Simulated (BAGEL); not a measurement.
**C2H5BClF (SMILES BC(F)CCl), step by step**

We compute the energy (HF/cc-pVDZ), then the energy (NEVPT2(2,2)/cc-pVDZ) of C2H5BClF. 

Program for the calculation: BAGEL 1.2.2.

## (1) The system as given

C2H5BClF has 10 atoms, charge 0, and is taken as a singlet. SMILES: `BC(F)CCl`. The C2–F3 distance was set to 1.871 Å, away from the relaxed value. At this shape a bond of the SMILES string is far longer than usual.

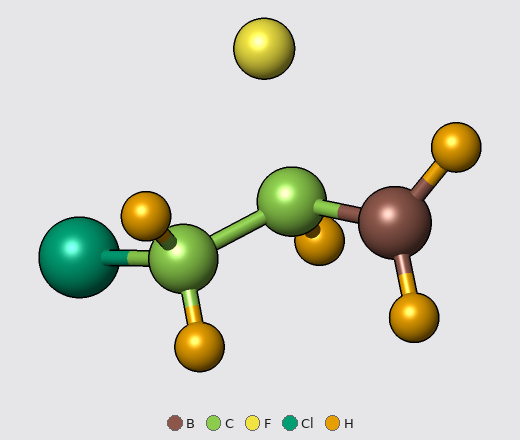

Viewed from a chosen angle; boron brown, carbon green, fluorine yellow, chlorine teal, hydrogen amber.

## (2) A single-point energy at HF/cc-pVDZ (density fitting with svp-jkfit) (run 1)

Contents of input.json:

```json
{ "bagel": [

{
  "title": "molecule",
  "basis": "cc-pvdz.json",
  "df_basis": "svp-jkfit",
  "angstrom": true,
  "geometry": [
    { "atom": "B", "xyz": [      -1.428696,      -0.507464,      -0.704548 ] },
    { "atom": "C", "xyz": [       0.059404,      -0.292564,      -0.296848 ] },
    { "atom": "F", "xyz": [       0.520300,      -1.080300,       1.336000 ] },
    { "atom": "C", "xyz": [       0.535804,       1.139136,      -0.323348 ] },
    { "atom": "Cl", "xyz": [       2.309204,       1.272036,      -0.217048 ] },
    { "atom": "H", "xyz": [      -2.129796,      -1.246564,      -0.086448 ] },
    { "atom": "H", "xyz": [      -1.826896,       0.031936,      -1.693948 ] },
    { "atom": "H", "xyz": [       0.609004,      -0.841964,      -1.088448 ] },
    { "atom": "H", "xyz": [       0.129004,       1.696036,       0.520352 ] },
    { "atom": "H", "xyz": [       0.230304,       1.617036,      -1.253048 ] }
  ]
},

{ "title": "hf" },

{ "title": "print", "file": "orbitals.molden", "orbitals": true }

]}
```

The basis set cc-pVDZ is read from a file made from the Basis Set Exchange's data (not shown).

The run is started by

```console
BAGEL_NUM_THREADS=1 BAGEL input.json > input.out
```

Output:

```text
* using 1 threads per process

  ===============================================================
  ===============================================================

  *** Geometry ***

  { "atom" : "B", "xyz" : [     -2.699844,     -0.958968,     -1.331403 ] },
  { "atom" : "C", "xyz" : [      0.112257,     -0.552866,     -0.560961 ] },
  { "atom" : "F", "xyz" : [      0.983225,     -2.041471,      2.524674 ] },
  { "atom" : "C", "xyz" : [      1.012523,      2.152655,     -0.611039 ] },
  { "atom" : "Cl", "xyz" : [      4.363763,      2.403800,     -0.410161 ] },
  { "atom" : "H", "xyz" : [     -4.024731,     -2.355665,     -0.163363 ] },
  { "atom" : "H", "xyz" : [     -3.452333,      0.060350,     -3.201098 ] },
  { "atom" : "H", "xyz" : [      1.150851,     -1.591081,     -2.056869 ] },
  { "atom" : "H", "xyz" : [      0.243782,      3.205044,      0.983323 ] },
  { "atom" : "H", "xyz" : [      0.435211,      3.055755,     -2.367918 ] },

  Number of auxiliary basis functions:      520

  Since a DF basis is specified, we compute 2- and 3-index integrals:
    o Being stored without compression. Storage requirement is 0.041 GB

  Number of basis functions:       99
  Number of electrons      :       48

    * METHOD: MOLECULE                             0.32

  *** RHF ***

  === Nuclear Repulsion ===
   197.2913213375

      * DIIS with orbital gradients will be used.

  === RHF iteration (cc-pvdz.json) ===
      0       -661.93398579          0.01268929           0.09
      1       -662.06218359          0.01016129           0.09
      2       -662.16826231          0.00203907           0.09
      3       -662.17320570          0.00057508           0.09
      4       -662.17353528          0.00012287           0.09
      5       -662.17356398          0.00004205           0.09
      6       -662.17356782          0.00001582           0.09
      7       -662.17356836          0.00000695           0.09
      8       -662.17356846          0.00000272           0.09
      9       -662.17356847          0.00000115           0.09
     10       -662.17356847          0.00000034           0.09
     11       -662.17356847          0.00000016           0.09
     12       -662.17356847          0.00000008           0.09
     13       -662.17356847          0.00000004           0.09
     14       -662.17356847          0.00000002           0.09
     15       -662.17356847          0.00000001           0.09
     16       -662.17356847          0.00000000           0.09
    * SCF iteration converged.

    * Permanent dipole moment:
           (    1.148386,    -0.699425,     1.506057) a.u.

    * METHOD: HF                                   1.75

    * METHOD: PRINT                                0.03

  ===============================================================
```

It took 2.2 s on 1 thread of Arm Neoverse V1, shared host.

## (3) The energy at NEVPT2(2,2)/cc-pVDZ (density fitting with svp-jkfit) (run 2)

Contents of job.json:

```json
{ "bagel" : [

{
  "title" : "molecule",
  "basis" : "cc-pvdz.json",
  "df_basis" : "svp-jkfit",
  "angstrom" : "true",
  "geometry" : [
    { "atom" : "B", "xyz" : [      -1.428696,      -0.507464,      -0.704548 ] },
    { "atom" : "C", "xyz" : [       0.059404,      -0.292564,      -0.296848 ] },
    { "atom" : "F", "xyz" : [       0.520300,      -1.080300,       1.336000 ] },
    { "atom" : "C", "xyz" : [       0.535804,       1.139136,      -0.323348 ] },
    { "atom" : "Cl", "xyz" : [       2.309204,       1.272036,      -0.217048 ] },
    { "atom" : "H", "xyz" : [      -2.129796,      -1.246564,      -0.086448 ] },
    { "atom" : "H", "xyz" : [      -1.826896,       0.031936,      -1.693948 ] },
    { "atom" : "H", "xyz" : [       0.609004,      -0.841964,      -1.088448 ] },
    { "atom" : "H", "xyz" : [       0.129004,       1.696036,       0.520352 ] },
    { "atom" : "H", "xyz" : [       0.230304,       1.617036,      -1.253048 ] }
  ]
},

{ "title" : "hf" },

{ "title" : "nevpt2", "nstate" : 1, "nact" : 2, "nclosed" : 23, "active" : [22, 26], "maxiter" : 200, "natocc" : "true", "ncore" : 9 },

{ "title" : "print", "file" : "orbitals.molden", "orbitals" : "true" }

]}
```

The basis set cc-pVDZ is read from a file made from the Basis Set Exchange's data (not shown).

The run is started by

```console
BAGEL_NUM_THREADS=1 BAGEL job.json > job.out
```

Output:

```text
* using 1 threads per process

  ===============================================================
  ===============================================================

  *** Geometry ***

  { "atom" : "B", "xyz" : [     -2.699844,     -0.958968,     -1.331403 ] },
  { "atom" : "C", "xyz" : [      0.112257,     -0.552866,     -0.560961 ] },
  { "atom" : "F", "xyz" : [      0.983225,     -2.041471,      2.524674 ] },
[... 6 lines of this table left out ...]
  { "atom" : "H", "xyz" : [      0.435211,      3.055755,     -2.367918 ] },

  Number of auxiliary basis functions:      520

  Since a DF basis is specified, we compute 2- and 3-index integrals:
    o Being stored without compression. Storage requirement is 0.041 GB

  Number of basis functions:       99
  Number of electrons      :       48

    * METHOD: MOLECULE                             0.31

  *** RHF ***

[... 11 lines left out ...]
    * SCF iteration converged.
[... 1 line left out ...]
    * Permanent dipole moment:
[... 22 lines left out ...]
      0  0      -662.18112052     1.58e-03      0.03

      1  0      -662.20963690     3.05e-03      0.47
[... 37 lines of this table left out ...]
     20  0      -662.21933624     1.00e-08      0.38

    * Second-order optimization converged. *

     guess   0:   closed 1.                   open ..

  === FCI iteration ===

      0  0      -662.16650856     1.12e-01      0.00
      1  0      -662.21532173     2.46e-02      0.00
      2  0 *    -662.21933624     6.97e-16      0.00

     * ci vector, state   0, <S^2> = 0.0000
       2.     0.9726778094
       .2    -0.2321591676

  === DF-NEVPT2 calculation ===

    * 3-index integral transformation done
    * assembly done

      NEVPT2 correlation energy:   -0.6449948669      0.32

          (+0)     -0.5218149885
          (+0)'    -0.0473941382
          (+1)     -0.0181003667
          (+1)'    -0.0000000000
          (+2)     -0.0011429198
          (-1)     -0.0530454806
          (-1)'     0.0000000000
          (-2)     -0.0034969731

      NEVPT2 total energy:       -662.8643311034

    * METHOD: NEVPT2                              11.52

    * METHOD: PRINT                                0.03

  ===============================================================
```

Run time: 14 s. Hardware: 1 thread of Arm Neoverse V1, shared host.

## (4) Outcome

| quantity | value |
| --- | --- |
| run 1, HF/cc-pVDZ: total energy | -662.17357 Eh |
| run 1, HF/cc-pVDZ: dipole moment | 5.13 D |
| run 1, HF/cc-pVDZ: HOMO energy | -12.14 eV |
| run 1, HF/cc-pVDZ: LUMO energy | 1.22 eV |
| run 1, HF/cc-pVDZ: HOMO–LUMO gap | 13.36 eV |
| run 2, NEVPT2(2,2)/cc-pVDZ: total energy | -662.86433 Eh |
